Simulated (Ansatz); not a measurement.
**AlBH (doublet): trial inputs and their diagnosis at distance B1–H3 = 1.079 Å**

4 inputs are run for AlBH (doublet) as typed; the log has to tell whether the result can be used and what must change.

Method: the settings change from run to run; program: Ansatz 0.2.0, Gaussian basis.

19 further runs of the same task are left out: 4 for a mislabelled method, 12 that didn't finish, 3 set aside as unsound or not needed.

## (1) What is computed

The geometry derives from a PBE0/def2-TZVP stationary point (not a proven minimum). One bond is set to the value named and the two fragments are kept rigid.

3 atoms, charge 0, spin multiplicity 2.

Atoms are counted from 1 here; the program's logs count them from 0.

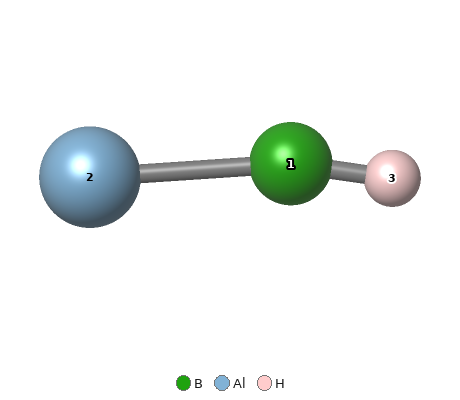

The geometry (boron green, aluminium light blue, hydrogen pink); atoms are numbered from 1 in the order of the file.

## (2) Attempt 1

File in.yaml:

```yaml
crystal:
  periodic: [false, false, false]
  atoms:
    - {symbol: B, position_ang: [0.000000, -0.084881, 0.352776]}
    - {symbol: Al, position_ang: [0.000000, -0.026250, -1.766599]}
    - {symbol: H, position_ang: [0.000000, 0.111131, 1.413823]}
basis:
  gaussian: {orbitals: 6-31G}
magnetization: {spin_polarized: false, initial_magnetization: 1}
hamiltonian: {pseudopotentials: {relativity: none}}
correlation: {method: mp2, frozen_orbitals: {B: 0}}
```

On the command line:

```sh
$ ansatz run in.yaml --threads 1 --pin off --events-out ev --progress --plain --max-ram 2393MiB
```

Log:

```text
Functional definition: HF
  name "HF"
  cite "Fock, Z. Phys. 61, 126 (1930) doi:10.1007/BF01340294"
  parent pbe
  exchange = exact_x
  correlation = 0
Error: "frozen_orbitals" has no count for Al
```

Run time: 0.06 s. Hardware: 1 thread of Arm Neoverse N1, shared host.

**Diagnosis.** The run was refused. The frozen-orbital counts are incomplete or too large. Cure: leave frozen_orbitals out, or give each element a count that its core has.

## (3) Attempt 2

File in.yaml:

```yaml
crystal:
  periodic: [false, false, false]
  atoms:
    - {symbol: B, position_ang: [0.000000, -0.084881, 0.352776]}
    - {symbol: Al, position_ang: [0.000000, -0.026250, -1.766599]}
    - {symbol: H, position_ang: [0.000000, 0.111131, 1.413823]}
basis:
  gaussian: {orbitals: 6-31G}
magnetization: {spin_polarized: false, initial_magnetization: 1}
hamiltonian: {pseudopotentials: {relativity: scalar}}
correlation: {method: afqmc, electrons: outside_noble_gas}
scf: {lower_state_search: full}
output: {forces: true}
```

Same command.

Log:

```text
Error: YAML parse error: error: line 11 column 23: unknown variant `afqmc`, expected one of mp2, rpa, ccsd, ccsd_t, bccd, bccd_t, ccsdt, ccsdt_q, ccsdt_q_b, ccsdtq, fci, sc_nevpt2, fic_nevpt4_sd, fic_mrcisd_q, fic_mrcisd_q_relaxed
  --> <input>:11:23
   |
 9 | magnetization: {spin_polarized: false, initial_magnetization: 1}
10 | hamiltonian: {pseudopotentials: {relativity: scalar}}
11 | correlation: {method: afqmc, electrons: outside_noble_gas}
   |                       ^ unknown variant `afqmc`, expected one of mp2, rpa, ccsd, ccsd_t, bccd, bccd_t, ccsdt, ccsdt_q, ccsdt_q_b, ccsdtq, fci, sc_nevpt2, fic_nevpt4_sd, fic_mrcisd_q, fic_mrcisd_q_relaxed
12 | scf: {lower_state_search: full}
13 | output: {forces: true}
   |
```

It took 0.03 s on 1 thread of Arm Neoverse N1, shared host.

Diagnosis: The run was refused. The method's name isn't one that the program knows. To mend it, name one from the list in the message.

## (4) Attempt 3

File in.yaml:

```yaml
crystal:
  periodic: [false, false, false]
  atoms:
    - {symbol: B, position_ang: [0.000000, -0.084881, 0.352776]}
    - {symbol: Al, position_ang: [0.000000, -0.026250, -1.766599]}
    - {symbol: H, position_ang: [0.000000, 0.111131, 1.413823]}
basis:
  gaussian: {orbitals: def2-SVPD}
correlation: {active_space: {window: {electrons: 3, orbitals: 3}}}
magnetization: {spin_polarized: true, initial_magnetization: 1}
```

Same command.

Log:

```text
Error: invalid value for `correlation.active_space`: it starts from restricted Hartree–Fock orbitals; set hamiltonian.xc: hf without magnetization.spin_polarized
```

Run time: 0.03 s. Hardware: 1 thread of Arm Neoverse N1, shared host.

**Diagnosis.** The run was refused. An active space is asked on unrestricted orbitals. Fix: drop spin_polarized: true.

## (5) Attempt 4

File in.yaml:

```yaml
crystal:
  periodic: [false, false, false]
  atoms:
    - {symbol: B, position_ang: [0.000000, 0.023750, -1.466599]}
    - {symbol: Al, position_ang: [0.000000, -0.026250, -1.766599]}
    - {symbol: H, position_ang: [0.000000, 0.111131, 1.413823]}
basis:
  gaussian: {orbitals: 6-31G}
magnetization: {spin_polarized: false, initial_magnetization: 1}
hamiltonian: {xc: hf}
scf: {lower_state_search: full}
output: {forces: true, orbitals: {seedname: orbitals}}
```

The command is unchanged.

Log:

```text
Functional definition: HF
  name "HF"
  cite "Fock, Z. Phys. 61, 126 (1930) doi:10.1007/BF01340294"
  parent pbe
  exchange = exact_x
  correlation = 0
300 factors; integrals over basis functions are off by at most 2.1e-4 eV
mean field evaluation 1: about -6405.5507 eV, gradient 4.7e1 eV
mean field evaluation 2: about -6405.8636 eV, gradient 4.8e1 eV
mean field evaluation 4: about -6406.5033 eV, gradient 2.4e1 eV
mean field evaluation 8: about -6413.4541 eV, gradient 1.1e0 eV
mean field evaluation 16: about -6413.4613 eV, gradient 9.0e-3 eV
mean field evaluation 32: about -6413.4785 eV, gradient 6.3e-6 eV
mean field evaluation 64: about -6411.9101 eV, gradient 6.9e0 eV
mean field evaluation 96: about -6413.4722 eV, gradient 6.1e-1 eV
mean field evaluation 128: about -6412.4806 eV, gradient 8.3e0 eV
mean field evaluation 160: about -6413.4025 eV, gradient 8.8e-1 eV
mean field evaluation 192: about -6412.1437 eV, gradient 4.1e-2 eV
mean field evaluation 224: about -6412.1318 eV, gradient 6.2e0 eV
mean field evaluation 256: about -6413.4655 eV, gradient 5.9e-1 eV
mean field evaluation 288: about -6411.3635 eV, gradient 7.2e0 eV
mean field evaluation 320: about -6413.3712 eV, gradient 5.5e0 eV
mean field evaluation 352: about -6188.1065 eV, gradient 4.4e2 eV
mean field evaluation 384: about -6412.1104 eV, gradient 1.5e-2 eV
mean field evaluation 416: about -6413.1589 eV, gradient 5.0e-1 eV
a density is far from that of the atoms, so the factors are made again for it
333 factors; integrals over basis functions are off by at most 1.8e-4 eV
mean field -6413.47946511 eV, -235.6910231304 hartree, gradient 6.0e-6 eV, S^2 0.750000; 0 other end points of the search recorded, 0 dependent functions left out
the calculation of the forces begins
reference -6413.47946511 eV, -235.6910231304 hartree; 10, 9 occupied and 14, 15 virtual orbitals, 333 factors
Total energy: -6413.47946511 eV, -235.6910231304 hartree
Atom 0 at     0.000000     0.023750    -1.466599 Å, force     0.000000   954.855916  5730.109708 eV/Å
Atom 1 at     0.000000    -0.026250    -1.766599 Å, force     0.000000  -954.861392 -5729.881909 eV/Å
Atom 2 at     0.000000     0.111131     1.413823 Å, force     0.000000     0.005477    -0.227799 eV/Å
Dipole moment:     0.000000     0.209881    -0.652512 e Å
```

Wall time 1.4 s (1 thread of Arm Neoverse N1, shared host).

Diagnosis: The run converged, which proves nothing about the input. One atom lies on top of another. The shortest distance is 0.30 Å, against 1.08 Å in the geometry of step 1. Its energy belongs to another geometry. To mend it, restore its position.

## (6) How the runs ended

| attempt | level | ended | cause | time |
| --- | --- | --- | --- | --- |
| 1 | MP2 on ROHF/6-31G | refused | the frozen-orbital counts are incomplete or too large | 0.06 s |
| 2 | 'afqmc'/6-31G | refused | the method's name isn't one that the program knows | 0.03 s |
| 3 | CASSCF(3,3)/def2-SVPD | refused | an active space is asked on unrestricted orbitals | 0.03 s |
| 4 | HF/6-31G | converged | one atom lies on top of another | 1.4 s |

3 refused, 1 converged. The input that converges on a wrong geometry or spin is the dangerous one: no error points at it, so geometry and ⟨S²⟩ have to be checked.
